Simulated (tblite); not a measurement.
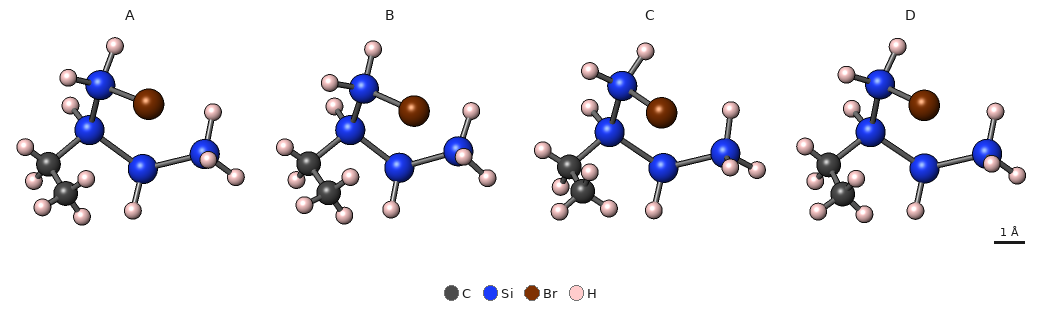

4 geometries from one relaxation of C2H13BrSi4, in shuffled order. Style: ball-and-stick. Shown at a tilt.

All numbers below come from GFN2-xTB geometry optimisation, gas phase in tblite 0.8.0. 

> Put them in the order of the run, from the start to the converged end.

B, A, D, C. They are steps 0, 17, 51, 117, at +23.3 kcal/mol, +1.88 kcal/mol, +0.42 kcal/mol relative to the last. An H atom moves most after the best rigid fit: 0.86 Å. By element the largest moves are H 0.86 Å, Br 0.52 Å, C 0.34 Å, Si 0.30 Å. Among the contacts that change: Br–Si 3.424 → 4.114 Å, Si–Si 2.190 → 2.344 Å, Si–Si 2.206 → 2.327 Å, C–Si 1.888 → 1.916 Å. Among the angles between lasting bonds that change: Br–Si–H 111.0° → 101.0°, C–C–Si 103.9° → 113.0°, Si–Si–H 112.3° → 120.2°. Groups turn about C–C by about 25°, Si–Si by about 20°. The energy falls by 23.3 kcal/mol in 117 geometry steps. Cost: 2.5 s on 1 thread of Arm Neoverse N1 (shared host).
